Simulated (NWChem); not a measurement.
**CH3NO (formamide): levels of theory compared**

We compute a comparison of 5 runs (B3LYP/6-31G*, B3LYP/def2-TZVP, M06-2X/def2-TZVP, PBE0/def2-TZVP, r2SCAN/def2-TZVP) of CH3NO (formamide). 

The results are computed with NWChem 7.3.0.

50 further runs of the same task are left out: 50 set aside as unsound or not needed. Runs told in other sessions of the task aren't counted.

**1. The system as given**

CH3NO: 6 atoms, total charge 0, spin state singlet. SMILES: `NC=O`. The N1–H4 distance was set to 2.214 Å, away from the relaxed value. At this shape a bond of the SMILES string is far longer than usual.

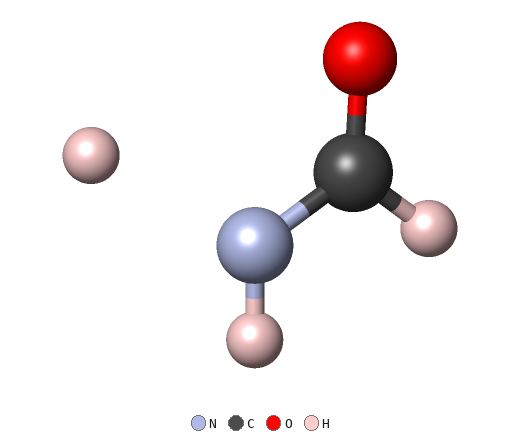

Viewed from a chosen angle; nitrogen light blue, carbon dark grey, oxygen red, hydrogen pink.

**2. The energy at B3LYP/6-31G(d) (spherical functions) (run 1)**

ch3no.nw reads:

```
start ch3no
title "CH3NO"
memory stack 880 mb heap 220 mb global 1100 mb

geometry noautosym nocenter noautoz
  N     1.035668    0.177877   -0.094793
  C     0.765698    1.330547    0.555917
  O    -0.327942    1.671587    0.932757
  H    -0.614220   -1.231790   -0.531520
  H     1.968708   -0.050643   -0.384273
  H     1.671838    1.947007    0.713007
end

basis spherical bse
  N library 6-31G*
  C library 6-31G*
  O library 6-31G*
  H library 6-31G*
end

dft
  xc b3lyp
  grid xfine
  convergence energy 1e-08
  maxiter 100
  mulliken
end

task dft energy
```

Command:

```
$ nwchem ch3no.nw > ch3no.out
```

What it wrote:

```text
[...]
          Wavefunction type:  closed shell.
          No. of atoms     :     6
          No. of electrons :    24
[...]
          Charge           :     0
          Spin multiplicity:     1
[...]
          AO basis - number of functions:    48
[...]
              XC Information
              --------------
                         B3LYP Method XC Potential
                     Hartree-Fock (Exact) Exchange  0.200
                        Slater Exchange Functional  0.800 local
                    Becke 1988 Exchange Functional  0.720 non-local
              Lee-Yang-Parr Correlation Functional  0.810
                  VWN I RPA Correlation Functional  0.190 local
[...]
 d= 0,ls=0.0,diis     1   -169.5307990112 -2.38D+02  5.08D-02  9.05D-01     1.5
[...]
 d= 0,ls=0.0,diis    14   -169.6887332682 -1.46D-09  7.75D-07  1.20D-09    16.9
         Total DFT energy =     -169.688733268180
      One electron energy =     -366.454978438467
           Coulomb energy =      150.158097521568
    Exchange-Corr. energy =      -21.843989812502
 Nuclear repulsion energy =       68.452137461222
[...]
      Total Density - Mulliken Population Analysis
     ---------------------------------------------
    Atom       Charge   Shell Charges
 -----------   ------   -------------------------------------------------------
    1 N    7     7.52   2.00  0.81  2.38  0.86  1.46  0.02
    2 C    6     5.70   2.00  0.71  1.99  0.34  0.56  0.11
    3 O    8     8.38   2.00  0.92  2.87  0.93  1.63  0.03
    4 H    1     0.88   0.28  0.59
    5 H    1     0.68   0.51  0.17
    6 H    1     0.85   0.52  0.33
[...]
```

Run time: 18 s. Hardware: 1 thread of Intel Xeon Platinum 8223CL at 3.00GHz (Skylake/Cascade Lake), shared host; peak memory 0.13 GiB.

**3. A single-point energy at B3LYP/def2-TZVP (run 2)**

struct.xyz reads:

```xyz
6

N      1.035668     0.177877    -0.094793
C      0.765698     1.330547     0.555917
O     -0.327942     1.671587     0.932757
H     -0.614220    -1.231790    -0.531520
H      1.968708    -0.050643    -0.384273
H      1.671838     1.947007     0.713007
```

struct.nw reads:

```
start struct
memory 2200 mb
charge 0

geometry noautosym nocenter noautoz
   load format xyz struct.xyz
end

basis spherical bse
   N library def2-TZVP
   C library def2-TZVP
   O library def2-TZVP
   H library def2-TZVP
end

dft
   xc b3lyp
   grid fine
   convergence energy 1e-08
   maxiter 100
   mulliken
end

task dft energy
```

Command:

```
$ nwchem struct.nw > struct.out
```

What it wrote:

```text
[...]
          Wavefunction type:  closed shell.
          No. of atoms     :     6
          No. of electrons :    24
[...]
          Charge           :     0
          Spin multiplicity:     1
[...]
          AO basis - number of functions:   111
[...]
              XC Information
              --------------
                         B3LYP Method XC Potential
                     Hartree-Fock (Exact) Exchange  0.200
                        Slater Exchange Functional  0.800 local
                    Becke 1988 Exchange Functional  0.720 non-local
              Lee-Yang-Parr Correlation Functional  0.810
                  VWN I RPA Correlation Functional  0.190 local
[...]
 d= 0,ls=0.0,diis     1   -169.6118224525 -2.38D+02  1.79D-02  1.07D+00     2.8
[...]
 d= 0,ls=0.0,diis    14   -169.7746657511 -2.19D-09  4.43D-07  4.07D-09    30.8
         Total DFT energy =     -169.774665751129
      One electron energy =     -366.451126405022
           Coulomb energy =      150.057564464156
    Exchange-Corr. energy =      -21.833241271485
 Nuclear repulsion energy =       68.452137461222
[...]
      Total Density - Mulliken Population Analysis
     ---------------------------------------------
    Atom       Charge   Shell Charges
 -----------   ------   -------------------------------------------------------
    1 N    7     7.38   0.82  1.15  0.59  0.79  0.22  1.50  1.50  0.79  0.01  0.02  0.00
    2 C    6     5.82   0.85  1.12  0.56  0.52  0.10  1.29  0.94  0.22  0.05  0.15  0.02
    3 O    8     8.30   0.79  1.18  0.61  0.89  0.34  1.90  1.77  0.78  0.00  0.03  0.00
    4 H    1     0.84   0.14  0.36  0.35  0.00
    5 H    1     0.78   0.27  0.40  0.06  0.04
    6 H    1     0.89   0.27  0.47  0.13  0.02
[...]
```

It took 32 s on 1 thread of Intel Xeon Platinum 8223CL at 3.00GHz (Skylake/Cascade Lake), shared host; peak memory 0.12 GiB.

Runs 3 to 4 aren't shown in full; the table further down has their settings and results.

**4. A single-point energy at r2SCAN/def2-TZVP (run 5)**

mol.xyz reads:

```xyz
6

N      1.035668     0.177877    -0.094793
C      0.765698     1.330547     0.555917
O     -0.327942     1.671587     0.932757
H     -0.614220    -1.231790    -0.531520
H      1.968708    -0.050643    -0.384273
H      1.671838     1.947007     0.713007
```

mol.nw reads:

```
echo
start mol
memory 2200 mb
charge 0

geometry noautosym nocenter noautoz
   load format xyz mol.xyz
end

basis "ao basis" spherical bse
   * library def2-TZVP
end

dft
   xc r2scan
   grid fine
   convergence energy 1e-08
   maxiter 100
   mulliken
   print medium
end

task dft energy
```

Command:

```
$ nwchem mol.nw > mol.out
```

What it wrote:

```text
[...]
          Wavefunction type:  closed shell.
          No. of atoms     :     6
          No. of electrons :    24
[...]
          Charge           :     0
          Spin multiplicity:     1
[...]
          AO basis - number of functions:   111
[...]
              XC Information
              --------------
                      r^2SCAN Method XC Functional
               r^2SCAN metaGGA Exchange Functional  1.000
                     r^2SCAN Correlation Potential  1.000
[...]
 d= 0,ls=0.0,diis     1   -169.5230999818 -2.38D+02  1.81D-02  9.94D-01     3.1
[...]
 d= 0,ls=0.0,diis    16   -169.6847146622 -2.44D-10  4.68D-08  5.38D-11    40.8
         Total DFT energy =     -169.684714662187
      One electron energy =     -366.388312217343
           Coulomb energy =      149.994683970133
    Exchange-Corr. energy =      -21.743223876198
 Nuclear repulsion energy =       68.452137461222
[...]
      Total Density - Mulliken Population Analysis
     ---------------------------------------------
    Atom       Charge   Shell Charges
 -----------   ------   -------------------------------------------------------
    1 N    7     7.42   0.82  1.15  0.58  0.81  0.23  1.47  1.55  0.77  0.01  0.03  0.00
    2 C    6     5.75   0.86  1.12  0.55  0.51  0.07  1.26  0.98  0.19  0.05  0.15  0.02
    3 O    8     8.31   0.79  1.18  0.62  0.90  0.36  1.87  1.83  0.74  0.00  0.03  0.00
    4 H    1     0.86   0.14  0.38  0.35  0.00
    5 H    1     0.77   0.27  0.40  0.06  0.04
    6 H    1     0.88   0.26  0.47  0.13  0.02
[...]
```

Run time: 42 s. Hardware: 1 thread of Intel Xeon Platinum 8223CL at 3.00GHz (Skylake/Cascade Lake), shared host; peak memory 0.12 GiB.

**5. Overview of the runs**

```
run                               level  integration grid  energy (Eh)  dipole moment (D)  HOMO energy (eV)  LUMO energy (eV)  wall time
  1  B3LYP/6-31G* (spherical functions)             xfine  -169.688733               3.16             -7.15             -4.80       18 s
  2                     B3LYP/def2-TZVP              fine  -169.774666               3.26             -7.59             -5.18       32 s
  3                    M06-2X/def2-TZVP              fine  -169.678680               3.62             -9.08             -4.24       35 s
  4                      PBE0/def2-TZVP              fine  -169.571440               3.31                 –                 –       32 s
  5                    r2SCAN/def2-TZVP              fine  -169.684715               3.08             -6.74             -5.56       42 s
```

**6. What came out**

```
            quantity          value
 run 5: total energy  -169.68471 Eh
run 5: dipole moment         3.08 D
  run 5: HOMO energy       -6.74 eV
  run 5: LUMO energy       -5.56 eV
run 5: HOMO–LUMO gap        1.19 eV
```

What this shows: The dipole moment (its size) runs from 3.08 D (r2SCAN/def2-TZVP) to 3.62 D (M06-2X/def2-TZVP). Over runs 1, 2, 3, 5 the HOMO–LUMO gap runs from 1.19 eV (r2SCAN/def2-TZVP) to 4.84 eV (M06-2X/def2-TZVP). Totals of different functionals can't be ranked against each other. In all runs a closed-shell determinant meets a far-stretched bond; if it breaks into open shells, such a determinant describes it badly, and no broken-symmetry solution was shown. All runs together took 2.6 min, the longest 42 s.
